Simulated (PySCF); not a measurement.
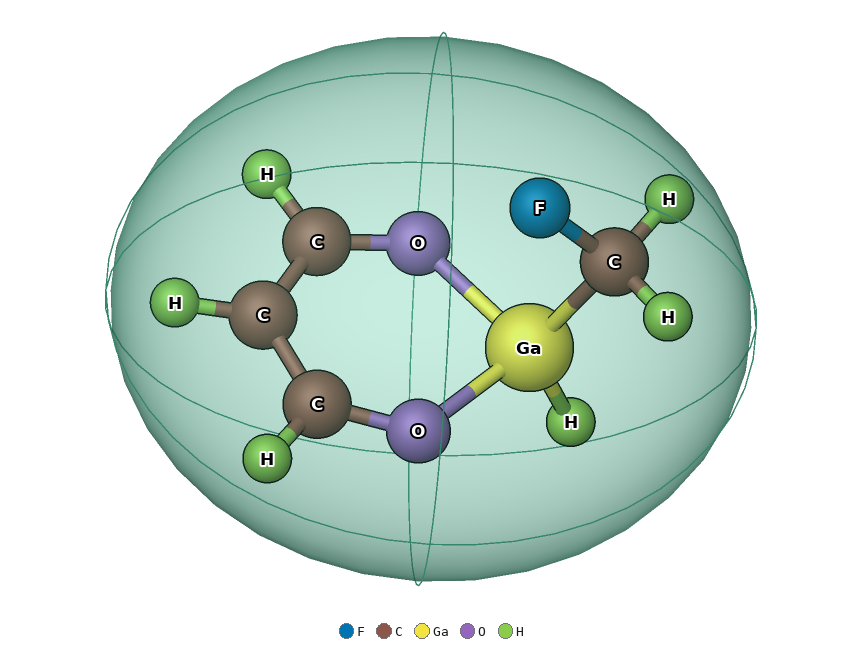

The ellipsoid shows the static dipole polarisability: its half-axes are proportional to the principal values. Computed geometry: PBE0-D3(BJ)/def2-SVP optimisation. No frequency run is at hand to confirm it as a minimum. Computed with PBE0/def2-SVPD (PySCF 2.14.0).

Question: How large and how anisotropic is the polarisability?

Answer: Principal values 68.7, 84.2, 92.9 bohr³; mean 81.9 bohr³ (12.14 Å³); anisotropy 21.3 bohr³, so the longest axis is 1.35 times the shortest.
